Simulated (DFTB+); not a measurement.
**Run report: C₂H₈FGeN, geometry relaxation (part 2 of 3)**

C₂H₈FGeN, SMILES C[N](C)[GeH2][F]; GFN1-xTB, R-SCC, dispersion built in (DFTB+ 25.1). The geometry: force field. The settings are looser than a standard set-up, so the numbers are not reference values.

Geometry of the input (Å):
```
C  -0.9833  -0.9105  -0.5810
N  0.2820  -0.2320  -0.4925
C  1.0266  -0.8380  0.5805
Ge 0.1220  1.6046  -0.1132
F  -0.8068  2.3594  -1.4513
H  -1.6088  -0.7437  0.3520
H  -0.8895  -1.9435  -0.8231
H  -1.5717  -0.3906  -1.4302
H  0.5442  -0.7166  1.6155
H  2.0622  -0.3598  0.6844
H  1.2125  -1.9186  0.4072
H  -0.7516  1.7581  1.2144
H  1.3826  2.2964  0.0521
```

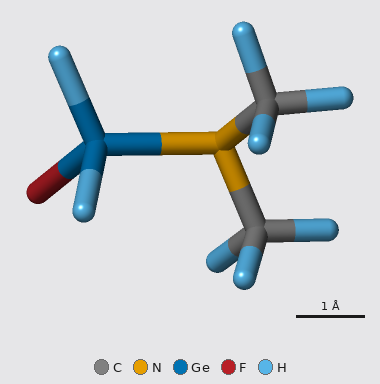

Fig. 1: The input geometry (stick view, seen at a tilt). Sticks mark near contacts.

What the program printed, continued:
```
total energy  -1.8542400E+01 H       energy change -1.4166551E-04 H
gradient norm  9.7768031E-03 H/a0    max. gradient  3.8832511E-03 H/a0
step length    3.1492707E-02 a0      max. step      1.5046514E-02 a0

--------------------------------------------------------------------------------

***  Geometry step: 8

 iSCC Total electronic   Diff electronic      SCC error
    1   -0.18679171E+02    0.00000000E+00    0.42478737E-02
    2   -0.18679174E+02   -0.90364133E-04    0.24103536E-02
    3   -0.18679175E+02   -0.31543977E-05    0.67275854E-03
    4   -0.18679175E+02   -0.67055760E-06    0.44081046E-03
    5   -0.18679175E+02   -0.18770763E-07    0.13933807E-03
    6   -0.18679175E+02   -0.20286944E-07    0.24745409E-04
    7   -0.18679175E+02   -0.15492745E-08    0.87891580E-05
    8   -0.18679175E+02   -0.72859052E-10    0.36543342E-05
    9   -0.18679175E+02   -0.30091485E-11    0.54106581E-06
   10   -0.18679175E+02   -0.17976731E-11    0.52323393E-07
   11   -0.18679175E+02   -0.99475983E-13    0.55753786E-08

Total Energy:                      -18.5426038387 H         -504.5699 eV
Extrapolated to 0K:                -18.5426038387 H         -504.5699 eV
Total Mermin free energy:          -18.5426038387 H         -504.5699 eV
Force related energy:              -18.5426038387 H         -504.5699 eV

total energy  -1.8542604E+01 H       energy change -2.0362084E-04 H
gradient norm  1.0209715E-02 H/a0    max. gradient  4.1592928E-03 H/a0
step length    5.1787201E-02 a0      max. step      2.7786856E-02 a0

--------------------------------------------------------------------------------

***  Geometry step: 9

 iSCC Total electronic   Diff electronic      SCC error
    1   -0.18678966E+02    0.00000000E+00    0.54713300E-02
    2   -0.18678970E+02    0.20833007E-03    0.26299507E-02
    3   -0.18678971E+02   -0.40041144E-05    0.85859681E-03
    4   -0.18678971E+02   -0.89884539E-06    0.61207890E-03
    5   -0.18678971E+02   -0.15980518E-07    0.17700303E-03
    6   -0.18678971E+02   -0.19535065E-07    0.24519821E-04
    7   -0.18678971E+02   -0.29635707E-08    0.47136722E-05
    8   -0.18678971E+02   -0.15405277E-09    0.22025150E-05
    9   -0.18678971E+02   -0.42454928E-11    0.11354388E-05
   10   -0.18678971E+02   -0.16129320E-11    0.53586118E-07
   11   -0.18678971E+02   -0.56843419E-13    0.11118902E-07
   12   -0.18678971E+02    0.00000000E+00    0.49537183E-08

Total Energy:                      -18.5427907854 H         -504.5750 eV
Extrapolated to 0K:                -18.5427907854 H         -504.5750 eV
Total Mermin free energy:          -18.5427907854 H         -504.5750 eV
Force related energy:              -18.5427907854 H         -504.5750 eV

total energy  -1.8542791E+01 H       energy change -1.8694674E-04 H
gradient norm  1.1272359E-02 H/a0    max. gradient  4.5815556E-03 H/a0
step length    5.2863344E-02 a0      max. step      3.0251364E-02 a0

--------------------------------------------------------------------------------

***  Geometry step: 10

 iSCC Total electronic   Diff electronic      SCC error
    1   -0.18678428E+02    0.00000000E+00    0.69042279E-02
    2   -0.18678442E+02    0.54300536E-03    0.31946825E-02
    3   -0.18678443E+02   -0.13238601E-04    0.17559368E-02
    4   -0.18678444E+02   -0.17873483E-05    0.74728774E-03
    5   -0.18678444E+02   -0.18441380E-06    0.26436517E-03
    6   -0.18678444E+02   -0.44405727E-07    0.33925420E-04
    7   -0.18678444E+02   -0.82041005E-08    0.12285547E-04
    8   -0.18678444E+02   -0.32108716E-09    0.84502516E-05
    9   -0.18678444E+02   -0.22986058E-10    0.58244111E-06
   10   -0.18678444E+02   -0.34319214E-11    0.66216002E-07
   11   -0.18678444E+02   -0.67501560E-13    0.36527418E-07
   12   -0.18678444E+02    0.35527137E-14    0.89098924E-08

Total Energy:                      -18.5430226852 H         -504.5813 eV
Extrapolated to 0K:                -18.5430226852 H         -504.5813 eV
Total Mermin free energy:          -18.5430226852 H         -504.5813 eV
Force related energy:              -18.5430226852 H         -504.5813 eV

total energy  -1.8543023E+01 H       energy change -2.3189977E-04 H
gradient norm  1.1199220E-02 H/a0    max. gradient  5.4164942E-03 H/a0
step length    7.3888906E-02 a0      max. step      4.3334553E-02 a0

--------------------------------------------------------------------------------

***  Geometry step: 11

 iSCC Total electronic   Diff electronic      SCC error
    1   -0.18677972E+02    0.00000000E+00    0.58260045E-02
    2   -0.18677983E+02    0.47194250E-03    0.26314182E-02
    3   -0.18677984E+02   -0.11741612E-04    0.20578463E-02
    4   -0.18677985E+02   -0.11099886E-05    0.73063672E-03
    5   -0.18677985E+02   -0.23940305E-06    0.16671696E-03
    6   -0.18677985E+02   -0.37838422E-07    0.27354017E-04
    7   -0.18677985E+02   -0.49520246E-08    0.13782277E-04
    8   -0.18677985E+02   -0.25243807E-09    0.10489409E-04
    9   -0.18677985E+02   -0.31139535E-10    0.11254639E-05
   10   -0.18677985E+02   -0.58015814E-11    0.10920563E-06
   11   -0.18677985E+02   -0.12434498E-12    0.47148228E-07
   12   -0.18677985E+02   -0.35527137E-14    0.66258552E-08

Total Energy:                      -18.5432028746 H         -504.5862 eV
Extrapolated to 0K:                -18.5432028746 H         -504.5862 eV
Total Mermin free energy:          -18.5432028746 H         -504.5862 eV
Force related energy:              -18.5432028746 H         -504.5862 eV

total energy  -1.8543203E+01 H       energy change -1.8018944E-04 H
gradient norm  9.5104157E-03 H/a0    max. gradient  5.4560060E-03 H/a0
step length    6.2057549E-02 a0      max. step      3.6731657E-02 a0

--------------------------------------------------------------------------------

***  Geometry step: 12

 iSCC Total electronic   Diff electronic      SCC error
    1   -0.18677799E+02    0.00000000E+00    0.43798028E-02
    2   -0.18677804E+02    0.18604609E-03    0.21035805E-02
    3   -0.18677805E+02   -0.54405098E-05    0.15232747E-02
    4   -0.18677805E+02   -0.55713361E-06    0.48670934E-03
    5   -0.18677805E+02   -0.13213158E-06    0.10839672E-03
    6   -0.18677805E+02   -0.20205572E-07    0.26204514E-04
    7   -0.18677805E+02   -0.15999433E-08    0.93842233E-05
    8   -0.18677805E+02   -0.11255352E-09    0.58485992E-05
    9   -0.18677805E+02   -0.17543300E-10    0.15655825E-05
   10   -0.18677805E+02   -0.51869620E-11    0.83713593E-07
   11   -0.18677805E+02   -0.13855583E-12    0.11565015E-07
   12   -0.18677805E+02   -0.14210855E-13    0.56896354E-08

Total Energy:                      -18.5433465756 H         -504.5901 eV
Extrapolated to 0K:                -18.5433465756 H         -504.5901 eV
Total Mermin free energy:          -18.5433465756 H         -504.5901 eV
Force related energy:              -18.5433465756 H         -504.5901 eV

total energy  -1.8543347E+01 H       energy change -1.4370097E-04 H
gradient norm  8.5777778E-03 H/a0    max. gradient  3.8601409E-03 H/a0
step length    4.9780029E-02 a0      max. step      2.9341398E-02 a0

--------------------------------------------------------------------------------

***  Geometry step: 13

 iSCC Total electronic   Diff electronic      SCC error
    1   -0.18677864E+02    0.00000000E+00    0.31343865E-02
    2   -0.18677866E+02   -0.59126745E-04    0.18359004E-02
    3   -0.18677866E+02   -0.16037325E-05    0.66669138E-03
    4   -0.18677866E+02   -0.35675228E-06    0.40094376E-03
    5   -0.18677866E+02   -0.35019198E-07    0.15181914E-03
    6   -0.18677866E+02   -0.98798800E-08    0.19015861E-04
    7   -0.18677866E+02   -0.10118235E-08    0.75858088E-05
    8   -0.18677866E+02   -0.13322676E-09    0.46190606E-05
    9   -0.18677866E+02   -0.54249938E-11    0.64479869E-06
   10   -0.18677866E+02   -0.81712415E-12    0.58075402E-07
   11   -0.18677866E+02   -0.99475983E-13    0.45795514E-08

Total Energy:                      -18.5434856744 H         -504.5939 eV
Extrapolated to 0K:                -18.5434856744 H         -504.5939 eV
Total Mermin free energy:          -18.5434856744 H         -504.5939 eV
Force related energy:              -18.5434856744 H         -504.5939 eV

total energy  -1.8543486E+01 H       energy change -1.3909884E-04 H
gradient norm  9.3890272E-03 H/a0    max. gradient  5.3782221E-03 H/a0
step length    4.9574757E-02 a0      max. step      2.9210998E-02 a0

--------------------------------------------------------------------------------

***  Geometry step: 14

 iSCC Total electronic   Diff electronic      SCC error
    1   -0.18678098E+02    0.00000000E+00    0.38636693E-02
    2   -0.18678098E+02   -0.23156067E-03    0.23644687E-02
    3   -0.18678099E+02   -0.82479539E-06    0.79853053E-03
    4   -0.18678099E+02   -0.35984022E-06    0.30582681E-03
    5   -0.18678099E+02   -0.29070030E-07    0.62953688E-04
    6   -0.18678099E+02   -0.17569128E-08    0.22259891E-04
    7   -0.18678099E+02   -0.40449422E-09    0.54627223E-05
    8   -0.18678099E+02   -0.13900348E-09    0.28076301E-05
    9   -0.18678099E+02   -0.27675640E-11    0.41125214E-06
   10   -0.18678099E+02   -0.57553962E-12    0.56028335E-07
   11   -0.18678099E+02   -0.56843419E-13    0.23453941E-08

Total Energy:                      -18.5436672533 H         -504.5989 eV
Extrapolated to 0K:                -18.5436672533 H         -504.5989 eV
Total Mermin free energy:          -18.5436672533 H         -504.5989 eV
Force related energy:              -18.5436672533 H         -504.5989 eV

total energy  -1.8543667E+01 H       energy change -1.8157888E-04 H
gradient norm  1.0642889E-02 H/a0    max. gradient  6.3704159E-03 H/a0
step length    7.2145282E-02 a0      max. step      4.3241197E-02 a0

--------------------------------------------------------------------------------

***  Geometry step: 15

 iSCC Total electronic   Diff electronic      SCC error
    1   -0.18678415E+02    0.00000000E+00    0.35887886E-02
    2   -0.18678416E+02   -0.31622451E-03    0.17962321E-02
    3   -0.18678417E+02   -0.14602206E-05    0.91331409E-03
    4   -0.18678417E+02   -0.20136717E-06    0.47832489E-03
    5   -0.18678417E+02   -0.27390541E-07    0.18395330E-03
    6   -0.18678417E+02   -0.98329842E-08    0.13814007E-04
    7   -0.18678417E+02   -0.12767991E-08    0.23254066E-05
    8   -0.18678417E+02   -0.28734348E-10    0.10338824E-05
    9   -0.18678417E+02   -0.17728041E-11    0.10011801E-06
   10   -0.18678417E+02   -0.17408297E-12    0.19795492E-07
   11   -0.18678417E+02   -0.35527137E-14    0.94071033E-08

Total Energy:                      -18.5438649333 H         -504.6042 eV
Extrapolated to 0K:                -18.5438649333 H         -504.6042 eV
Total Mermin free energy:          -18.5438649333 H         -504.6042 eV
Force related energy:              -18.5438649333 H         -504.6042 eV

total energy  -1.8543865E+01 H       energy change -1.9768003E-04 H
gradient norm  1.0334072E-02 H/a0    max. gradient  4.6859797E-03 H/a0
step length    9.0785991E-02 a0      max. step      5.5699232E-02 a0

--------------------------------------------------------------------------------

***  Geometry step: 16

 iSCC Total electronic   Diff electronic      SCC error
    1   -0.18678735E+02    0.00000000E+00    0.26118331E-02
    2   -0.18678737E+02   -0.31855517E-03    0.13685569E-02
    3   -0.18678738E+02   -0.22087992E-05    0.99369522E-03
    4   -0.18678738E+02   -0.13336046E-06    0.31255312E-03
    5   -0.18678738E+02   -0.25173982E-07    0.89745464E-04
    6   -0.18678738E+02   -0.10903506E-07    0.21343714E-04
    7   -0.18678738E+02   -0.77048767E-09    0.29757147E-05
    8   -0.18678738E+02   -0.77513107E-10    0.15847737E-05
    9   -0.18678738E+02   -0.23163693E-11    0.19901538E-06
   10   -0.18678738E+02   -0.79580786E-12    0.44410487E-07
   11   -0.18678738E+02   -0.17763568E-13    0.68264749E-08

Total Energy:                      -18.5440278533 H         -504.6087 eV
Extrapolated to 0K:                -18.5440278533 H         -504.6087 eV
Total Mermin free energy:          -18.5440278533 H         -504.6087 eV
Force related energy:              -18.5440278533 H         -504.6087 eV

total energy  -1.8544028E+01 H       energy change -1.6292003E-04 H
gradient norm  8.9542633E-03 H/a0    max. gradient  4.2410041E-03 H/a0
step length    8.1907846E-02 a0      max. step      5.1390421E-02 a0

--------------------------------------------------------------------------------

***  Geometry step: 17

 iSCC Total electronic   Diff electronic      SCC error
    1   -0.18679042E+02    0.00000000E+00    0.29859523E-02
    2   -0.18679044E+02   -0.30423754E-03    0.15849719E-02
    3   -0.18679044E+02   -0.16745683E-05    0.98949402E-03
    4   -0.18679044E+02   -0.27407400E-06    0.35406717E-03
    5   -0.18679044E+02   -0.32712851E-07    0.46174522E-04
    6   -0.18679044E+02   -0.94719006E-08    0.15358922E-04
    7   -0.18679044E+02   -0.56015992E-09    0.84748801E-05
    8   -0.18679044E+02   -0.61994854E-10    0.36767227E-05
    9   -0.18679044E+02   -0.27000624E-11    0.74418903E-06
   10   -0.18679044E+02   -0.76383344E-12    0.42365405E-07
   11   -0.18679044E+02   -0.85265128E-13    0.56287789E-08

Total Energy:                      -18.5441622166 H         -504.6123 eV
Extrapolated to 0K:                -18.5441622166 H         -504.6123 eV
Total Mermin free energy:          -18.5441622166 H         -504.6123 eV
Force related energy:              -18.5441622166 H         -504.6123 eV

total energy  -1.8544162E+01 H       energy change -1.3436322E-04 H
gradient norm  8.7646182E-03 H/a0    max. gradient  3.1726255E-03 H/a0
step length    6.1546192E-02 a0      max. step      3.8804928E-02 a0

--------------------------------------------------------------------------------

***  Geometry step: 18

 iSCC Total electronic   Diff electronic      SCC error
    1   -0.18679325E+02    0.00000000E+00    0.29131592E-02
    2   -0.18679326E+02   -0.28105141E-03    0.17883692E-02
    3   -0.18679327E+02   -0.13389933E-05    0.54786671E-03
    4   -0.18679327E+02   -0.55680578E-06    0.33787743E-03
    5   -0.18679327E+02   -0.17462977E-07    0.76514425E-04
    6   -0.18679327E+02   -0.78783344E-08    0.18112283E-04
    7   -0.18679327E+02   -0.93762864E-09    0.82534858E-05
    8   -0.18679327E+02   -0.14707879E-09    0.37877090E-05
    9   -0.18679327E+02   -0.76170181E-11    0.13150119E-05
   10   -0.18679327E+02   -0.39079850E-12    0.54116127E-07
   11   -0.18679327E+02   -0.22737368E-12    0.47316807E-08

Total Energy:                      -18.5443147644 H         -504.6165 eV
Extrapolated to 0K:                -18.5443147644 H         -504.6165 eV
Total Mermin free energy:          -18.5443147644 H         -504.6165 eV
Force related energy:              -18.5443147644 H         -504.6165 eV

total energy  -1.8544315E+01 H       energy change -1.5254787E-04 H
gradient norm  9.8094130E-03 H/a0    max. gradient  5.6572411E-03 H/a0
step length    6.3516600E-02 a0      max. step      3.8884096E-02 a0

--------------------------------------------------------------------------------

***  Geometry step: 19
```
